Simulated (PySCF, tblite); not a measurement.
# C4H9AlF2O: geometry, infrared bands and NMR shifts

Aim: predict the infrared bands and NMR shifts of C4H9AlF2O (`F[C@@H]1C[C@H](F)[O+]([AlH3-])C1`).

Programs: tblite 0.8.0 and PySCF 2.14.0, with density-fitted response routines of our own. Each step states its level of theory. These are calculated values for one molecule in the gas phase, unless marked as measured. Atoms are numbered from 0 throughout.

**1. The starting structure**

17 atoms, charge 0, multiplicity 1; geometry from: force field or distance geometry start.

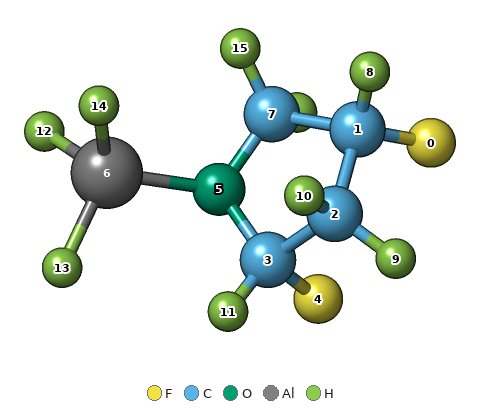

The starting geometry (fluorine yellow, carbon blue, oxygen teal, aluminium grey, hydrogen green), atoms numbered.

**2. Relaxing the molecule with GFN2-xTB**

Job settings and geometry (Å):

```
{"job": {"kind": "relax", "xc": "GFN2-xTB", "basis": "xTB"}, "charge": 0, "multiplicity": 1}
F     -2.353500    -1.360400    -0.309500
C     -1.567900    -0.450800     0.344300
C     -1.247900     0.708800    -0.541900
C      0.039500     0.283700    -1.192000
F     -0.304100    -0.624900    -2.175000
O      0.706300    -0.406100    -0.197900
Al     2.068100     0.463600     0.591100
C     -0.177100    -1.040900     0.623100
H     -2.056200    -0.132900     1.277400
H     -2.035900     0.860700    -1.331800
H     -1.121000     1.608100     0.072000
H      0.591900     1.102400    -1.636900
H      3.158000    -0.619800     1.063200
H      2.808100     1.434100    -0.452700
H      1.692300     1.318400     1.875400
H      0.045600    -1.027000     1.703900
H     -0.253000    -2.104900     0.277200
```

Started as:

```sh
OMP_NUM_THREADS=1 python probes_run.py task.json out
```

One launch serves the whole session: the jobs run in the order shown.

What it wrote:

```text
step      E/eV     max force
  0    -755.61931    3.549
  1    -755.99447    2.634
  2    -756.21716    1.382
  3    -756.36960    0.955
  4    -756.43337    0.565
  5    -756.46098    0.428
  6    -756.47579    0.411
  7    -756.49140    0.316
  8    -756.50003    0.215
  9    -756.50623    0.225
 10    -756.51408    0.237
 11    -756.52254    0.274
 12    -756.53014    0.254
 13    -756.53633    0.239
 14    -756.54093    0.212
 15    -756.54364    0.160
 16    -756.54533    0.134
 17    -756.54691    0.132
 18    -756.54882    0.149
 19    -756.55087    0.146
 20    -756.55258    0.082
 21    -756.55388    0.087
 22    -756.55517    0.101
 23    -756.55688    0.126
 24    -756.55925    0.120
 25    -756.56239    0.159
 26    -756.56609    0.209
 27    -756.56959    0.184
 28    -756.57190    0.103
 29    -756.57320    0.092
 30    -756.57436    0.096
 31    -756.57576    0.130
 32    -756.57725    0.123
 33    -756.57849    0.072
 34    -756.57935    0.065
 35    -756.58000    0.068
 36    -756.58062    0.066
 37    -756.58121    0.057
 38    -756.58180    0.069
 39    -756.58246    0.072
 40    -756.58325    0.087
 41    -756.58403    0.082
 42    -756.58468    0.057
 43    -756.58519    0.058
 44    -756.58561    0.056
 45    -756.58597    0.043
 46    -756.58626    0.039
 47    -756.58649    0.033
 48    -756.58670    0.038
 49    -756.58692    0.038
 50    -756.58715    0.043
 51    -756.58739    0.038
 52    -756.58765    0.047
 53    -756.58792    0.044
 54    -756.58820    0.041
 55    -756.58851    0.049
 56    -756.58883    0.051
 57    -756.58913    0.047
 58    -756.58936    0.041
 59    -756.58955    0.038
 60    -756.58975    0.054
 61    -756.58995    0.057
 62    -756.59013    0.037
 63    -756.59026    0.029
 64    -756.59040    0.033
 65    -756.59058    0.054
 66    -756.59082    0.059
 67    -756.59107    0.041
 68    -756.59125    0.030
 69    -756.59141    0.036
 70    -756.59158    0.054
 71    -756.59180    0.056
 72    -756.59212    0.041
 73    -756.59234    0.035
 74    -756.59250    0.029
 75    -756.59265    0.031
 76    -756.59282    0.031
 77    -756.59301    0.031
 78    -756.59317    0.028
 79    -756.59329    0.020
 80    -756.59335    0.015
 81    -756.59339    0.016
 82    -756.59342    0.012
 83    -756.59343    0.009
```

Run time: 0.92 s. Hardware: 1 thread of Arm Neoverse N1, shared host; peak memory 0.18 GiB.

Relaxation path: (not every step is listed)

| step | energy from step 0 (eV) | largest force (eV/Å) |
| --- | --- | --- |
| 0 | 0.0000 | 3.5495 |
| 1 | -0.3752 | 2.6342 |
| 2 | -0.5978 | 1.3824 |
| 3 | -0.7503 | 0.9553 |
| 4 | -0.8141 | 0.5653 |
| 5 | -0.8417 | 0.4275 |
| 6 | -0.8565 | 0.4109 |
| 7 | -0.8721 | 0.3160 |
| 8 | -0.8807 | 0.2149 |
| 15 | -0.9243 | 0.1603 |
| 22 | -0.9359 | 0.1014 |
| 29 | -0.9539 | 0.0918 |
| 36 | -0.9613 | 0.0665 |
| 43 | -0.9659 | 0.0581 |
| 50 | -0.9678 | 0.0428 |
| 57 | -0.9698 | 0.0474 |
| 64 | -0.9711 | 0.0331 |
| 71 | -0.9725 | 0.0565 |
| 78 | -0.9739 | 0.0276 |
| 79 | -0.9740 | 0.0197 |
| 80 | -0.9740 | 0.0151 |
| 81 | -0.9741 | 0.0161 |
| 82 | -0.9741 | 0.0123 |
| 83 | -0.9741 | 0.0093 |

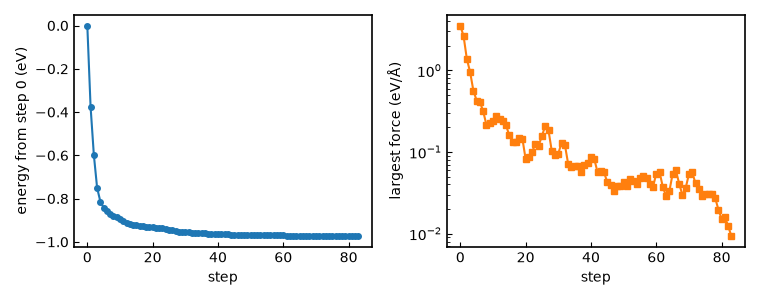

Energy and force, step by step.

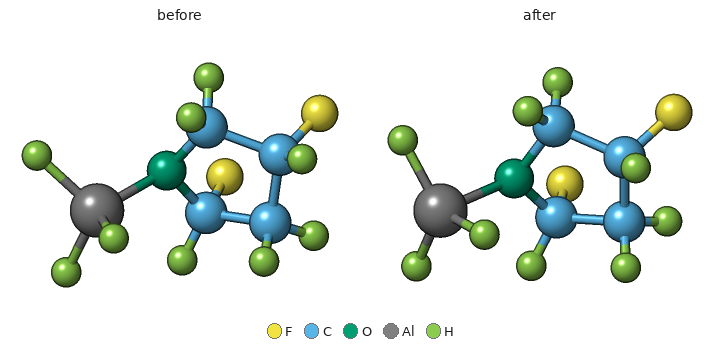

The geometry before (left) and after (right).

Close pairs (by a distance rule), those that changed most:

| bond | before (Å) | after (Å) | change (Å) |
| --- | --- | --- | --- |
| O5–Al6 | 1.798 | 1.890 | +0.092 |
| O5–C7 | 1.363 | 1.419 | +0.056 |
| C1–C2 | 1.494 | 1.537 | +0.042 |
| Al6–H12 | 1.608 | 1.570 | -0.037 |
| C2–H9 | 1.126 | 1.090 | -0.036 |
| Al6–H13 | 1.606 | 1.571 | -0.035 |
| C7–H16 | 1.121 | 1.096 | -0.025 |
| C2–C3 | 1.504 | 1.527 | +0.023 |

The next job starts from the end point, and lists it.

**3. Harmonic vibrations with GFN2-xTB**

Job settings and geometry (Å):

```
{"job": {"kind": "ir", "xc": "GFN2-xTB", "basis": "xTB"}, "charge": 0, "multiplicity": 1}
F     -2.465681    -1.267236     0.183938
C     -1.469335    -0.373915     0.487080
C     -1.320503     0.677968    -0.623099
C      0.044272     0.364544    -1.230929
F     -0.092634    -0.509966    -2.276700
O      0.768197    -0.257523    -0.228028
Al     2.187506     0.495492     0.766648
C     -0.111399    -1.094313     0.506267
H     -1.736355     0.063633     1.453226
H     -2.113944     0.571174    -1.362335
H     -1.325147     1.687076    -0.218015
H      0.615282     1.221010    -1.602313
H      2.822635    -0.868513     1.216010
H      2.797888     1.321956    -0.422330
H      1.284965     1.263428     1.822068
H      0.314850    -1.213602     1.503837
H     -0.207596    -2.069182     0.014765
```

What it wrote:

```text
mode    cm-1     km/mol
  1      43.6      5.36
  2      52.9      9.29
  3      81.5      4.14
  4     152.6      3.46
  5     184.3      6.08
  6     269.9      9.12
  7     379.1      2.30
  8     394.2      8.41
  9     440.4     14.97
 10     472.9      5.16
 11     487.1      7.92
 12     547.6     33.01
 13     638.7      3.89
 14     769.9    195.41
 15     773.5    161.41
 16     777.1    276.65
 17     797.9    634.31
 18     839.3     20.26
 19     899.4     12.77
 20     956.1     24.33
 21     980.7     68.66
 22     999.8     20.23
 23    1020.7     29.21
 24    1082.2     13.91
 25    1096.5    119.48
 26    1113.4     70.35
 27    1157.6     24.52
 28    1177.0     13.86
 29    1206.0     13.71
 30    1247.4     10.05
 31    1267.3      4.31
 32    1271.1      4.09
 33    1284.6     16.51
 34    1316.6     25.69
 35    1422.4     18.45
 36    1433.7      5.40
 37    1605.3    301.85
 38    1666.1    148.03
 39    1676.4    383.57
 40    2946.5      1.44
 41    2957.4      6.68
 42    2958.4     13.45
 43    2981.4      5.21
 44    3026.2      0.10
 45    3036.2      4.23
```

Wall time 0.96 s (1 thread of Arm Neoverse N1, shared host); peak memory 0.18 GiB.

The strongest bands and the atoms that carry them (share of the mass-weighted mode):

| cm⁻¹ | km/mol | atoms |
| --- | --- | --- |
| 770 | 195.4 | H13 47 %, H14 22 % |
| 774 | 161.4 | H14 19 %, C3 19 %, H13 16 %, O5 13 % |
| 777 | 276.6 | H12 57 %, H14 34 % |
| 798 | 634.3 | H13 23 %, H14 22 %, H12 21 %, O5 11 % |
| 1096 | 119.5 | C1 22 %, C3 19 % |
| 1605 | 301.9 | H14 96 % |
| 1666 | 148.0 | H13 72 %, H12 26 % |
| 1676 | 383.6 | H12 71 %, H13 24 % |

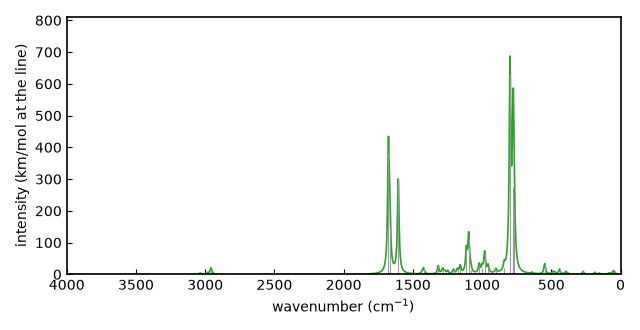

The infrared spectrum from these modes, unscaled. Lines are broadened to a width of 14 cm⁻¹ (Lorentzian).

**4. Nuclear shieldings: PBE0/pcSseg-1**

Same as in step 3 but for these lines:

```diff
@@ -1,2 +1,2 @@
-{"job": {"kind": "ir", "xc": "GFN2-xTB", "basis": "xTB"}, "charge": 0, "multiplicity": 1}
+{"job": {"kind": "nmr", "xc": "PBE0", "basis": "pcSseg-1"}, "charge": 0, "multiplicity": 1}
 F     -2.465681    -1.267236     0.183938
```

Level: GIAO PBE0/pcSseg-1 NMR shielding, non-relativistic, gas phase.

What it wrote:

```text
coarse grid: 14808 points
cycle   1  E = -674.3605782715  dE =  1.061e+00  |g| = 7.674e-01  |ddm| = 3.549e+00
cycle   2  E = -674.2831135903  dE =  7.746e-02  |g| = 1.075e+00  |ddm| = 1.048e+00
cycle   3  E = -674.4613163639  dE = -1.782e-01  |g| = 7.384e-02  |ddm| = 6.255e-01
cycle   4  E = -674.4621089088  dE = -7.925e-04  |g| = 3.507e-02  |ddm| = 6.749e-02
cycle   5  E = -674.4623502971  dE = -2.414e-04  |g| = 7.716e-03  |ddm| = 2.843e-02
cycle   6  E = -674.4623584723  dE = -8.175e-06  |g| = 3.398e-03  |ddm| = 5.847e-03
cycle   7  E = -674.4623605222  dE = -2.050e-06  |g| = 3.955e-04  |ddm| = 2.386e-03
final grid: 139488 points
cycle   8  E = -674.5325169494  dE = -4.373e-05  |g| = 1.151e-02  |ddm| = 3.091e-02
cycle   9  E = -674.5324944428  dE =  2.251e-05  |g| = 1.639e-02  |ddm| = 1.548e-02
cycle  10  E = -674.5325413755  dE = -4.693e-05  |g| = 9.798e-04  |ddm| = 8.923e-03
cycle  11  E = -674.5325415560  dE = -1.805e-07  |g| = 2.737e-04  |ddm| = 9.794e-04
cycle  12  E = -674.5325415684  dE = -1.241e-08  |g| = 9.908e-05  |ddm| = 2.328e-04
cycle  13  E = -674.5325415697  dE = -1.264e-09  |g| = 3.180e-05  |ddm| = 6.744e-05
cycle  14  E = -674.5325415699  dE = -1.594e-10  |g| = 4.002e-06  |ddm| = 2.445e-05
converged SCF energy = -674.5325415699

GIAO shielding tensors (ppm)
atom      isotropic    diamagn.    paramagn.     s11        s22        s33       span
  0 F      376.014     470.204     -94.191    353.911    383.746    390.384     36.474
  1 C       93.690     247.418    -153.729     54.602     85.910    140.557     85.956
  2 C      141.703     251.396    -109.694    113.678    149.337    162.092     48.414
  3 C       70.627     241.802    -171.175     47.225     72.790     91.867     44.641
  4 F      314.816     473.562    -158.745    206.529    350.961    386.960    180.432
  5 O      235.990     402.818    -166.828    189.554    207.531    310.884    121.330
  6 Al     406.649     795.678    -389.029    379.848    409.033    431.067     51.219
  7 C      108.617     246.845    -138.228     68.988    103.467    153.395     84.407
  8 H       25.970      29.729      -3.759     22.477     26.008     29.425      6.948
  9 H       28.971      28.606       0.365     25.576     26.821     34.517      8.941
 10 H       28.983      30.252      -1.269     25.456     27.055     34.440      8.984
 11 H       25.214      29.635      -4.421     21.970     24.706     28.965      6.994
 12 H       27.415      29.876      -2.460     23.858     26.332     32.056      8.198
 13 H       27.539      30.161      -2.622     23.898     26.711     32.007      8.108
 14 H       27.694      30.618      -2.925     23.836     27.459     31.787      7.951
 15 H       26.529      30.156      -3.627     21.988     27.075     30.523      8.536
 16 H       27.008      29.266      -2.259     23.639     25.596     31.788      8.149
```

Wall time 55 s (1 thread of Arm Neoverse N1, shared host); peak memory 0.89 GiB.

Shifts follow as δ = σ(reference) − σ, with reference shieldings (ppm) from runs at the same level and on the same kind of geometry: ¹H TMS 31.72, ¹³C TMS 186.9, ¹⁹F CFCl3 170.9, ¹⁷O H2O 336.1, ²⁷Al AlH4- 490.0. The references are single molecules in the gas phase, so shifts against H2O, NH3, PH3, H3PO4 or CFCl3 are not on the usual liquid scales and can be off by tens of ppm. Shifts against hydride references such as AlH4− lie on their own scale. Atoms listed in one row are averaged.

| atoms | environment | σ (ppm) | δ (ppm) |
| --- | --- | --- | --- |
| C3 | sp3 CH bonded to F and O | 70.6 | 116.3 |
| C1 | sp3 CH bonded to F | 93.7 | 93.2 |
| C7 | sp3 CH2 bonded to O | 108.6 | 78.3 |
| C2 | sp3 CH2 in a ring | 141.7 | 45.2 |
| H11 | hydrogen on an sp3 CH bonded to F and O | 25.21 | 6.50 |
| H8 | hydrogen on an sp3 CH bonded to F | 25.97 | 5.75 |
| H15 | hydrogen on an sp3 CH2 bonded to O | 26.53 | 5.19 |
| H16 | hydrogen on an sp3 CH2 bonded to O | 27.01 | 4.71 |
| H12, H13, H14 | hydrogen on an aluminium bonded to O | 27.55 | 4.17 |
| H9 | hydrogen on an sp3 CH2 in a ring | 28.97 | 2.75 |
| H10 | hydrogen on an sp3 CH2 in a ring | 28.98 | 2.73 |
| F4 | fluorine on an sp3 carbon | 314.8 | -143.9 |
| F0 | fluorine on an sp3 carbon | 376.0 | -205.1 |
| O5 | donor oxygen of a Lewis adduct | 236.0 | 100.1 |
| Al6 | aluminium bonded to O, 3 H | 406.6 | 83.3 |

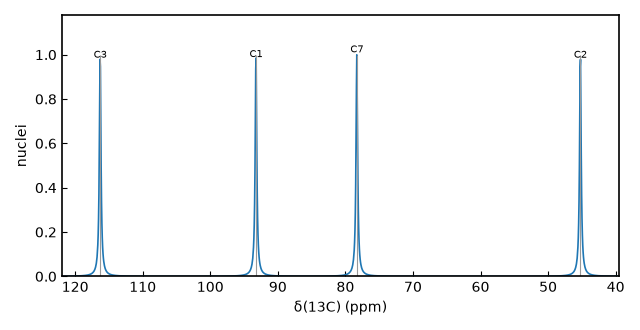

¹³C lines at the computed shifts, without couplings. Lines are broadened to a width of 0.28 ppm (Lorentzian).

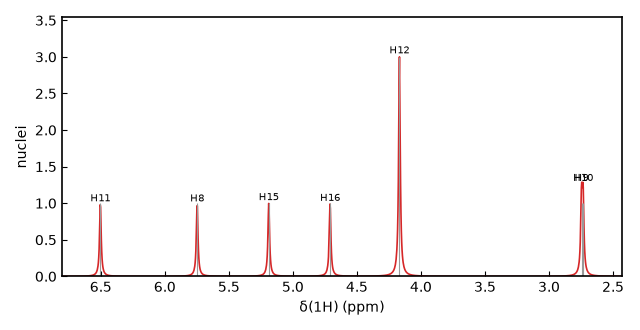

¹H lines at the computed shifts, without couplings. Lines are broadened to a width of 0.02 ppm (Lorentzian).

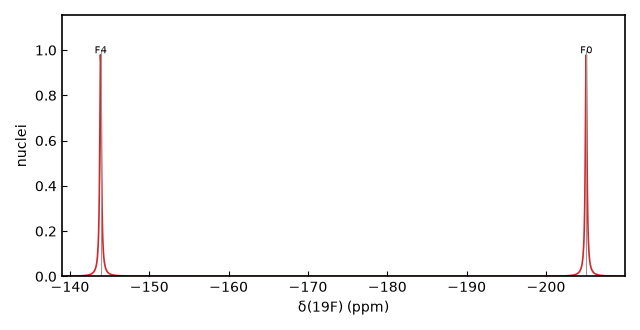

¹⁹F lines at the computed shifts, without couplings. Lines are broadened to a width of 0.24 ppm (Lorentzian).

The run also stored atomic charges by several schemes (e):

| atoms | Mulliken | IAO | Hirshfeld | ESP fit |
| --- | --- | --- | --- | --- |
| F0 | -0.32 | -0.32 | -0.11 | -0.29 |
| C1 | 0.10 | 0.17 | 0.07 | 0.40 |
| C2 | -0.19 | -0.32 | -0.08 | -0.35 |
| C3 | 0.43 | 0.35 | 0.15 | 0.32 |
| F4 | -0.31 | -0.31 | -0.10 | -0.22 |
| O5 | -0.62 | -0.31 | -0.04 | -0.23 |
| Al6 | 0.70 | 0.48 | 0.31 | 0.76 |
| C7 | 0.11 | -0.09 | 0.02 | -0.11 |

IAO charges:

F0 -0.32; C1 0.17; C2 -0.32; C3 0.35; F4 -0.31; O5 -0.31; Al6 0.48; C7 -0.09; H8 0.16; H9 0.19; H10 0.17; H11 0.18; H12 -0.23; H13 -0.24; H14 -0.25; H15 0.18; H16 0.18

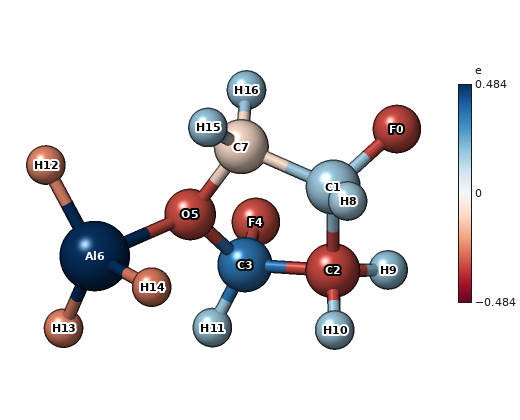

IAO charges, as colours on the atoms.

Mayer bond orders: F0–C1 0.89, C1–C2 1.01, C2–C3 1.03, C3–F4 0.92, C3–O5 0.86, O5–Al6 0.28, O5–C7 0.79, C7–C1 1.00.

Ring of atoms C1, C2, C3, O5, C7: NICS(0) -5.9, NICS(1) -3.2, NICS(1)zz -4.6 ppm (means of both faces; NICS(1) differs between them: -4.8 and -1.6).

The two faces differ (NICS(1)zz -7.6 and -1.6 ppm).

**5. Results**

```
                                                              quantity                                         value
                             strongest single infrared mode (GFN2-xTB)                          798 cm⁻¹, 634 km/mol
                                          zero-point energy (GFN2-xTB)                                 74.2 kcal/mol
                                ¹³C shifts against TMS (PBE0/pcSseg-1)                   116.3, 93.2, 78.3, 45.2 ppm
¹H shifts against TMS (PBE0/pcSseg-1, means over atoms taken as alike)  6.50, 5.75, 5.19, 4.71, 4.17, 2.75, 2.73 ppm
                              ¹⁹F shifts against CFCl3 (PBE0/pcSseg-1)                            -143.9, -205.1 ppm
                                ¹⁷O shifts against H2O (PBE0/pcSseg-1)                                     100.1 ppm
                             ²⁷Al shifts against AlH4- (PBE0/pcSseg-1)                                      83.3 ppm
```

**Reading.** Relaxing lowered the energy by 0.974 eV in 83 steps; the close pair that moved most is O5–Al6, from 1.798 to 1.890 Å. No mode is imaginary among the 45: a minimum at this level. The strongest single mode, at 798 cm⁻¹, is carried by H13, H14, H12, O5. GFN2-xTB is a fitted tight-binding method: band positions and strengths are rough. Its intensities can rank the bands wrongly. The most deshielded hydrogen is H11 (hydrogen on an sp3 CH bonded to F and O), at 6.50 ppm: its carbon carries F and O, an electronegative neighbour. At PBE0/pcSseg-1: The largest span, 180 ppm, is at F4, where the paramagnetic term is -159 ppm.
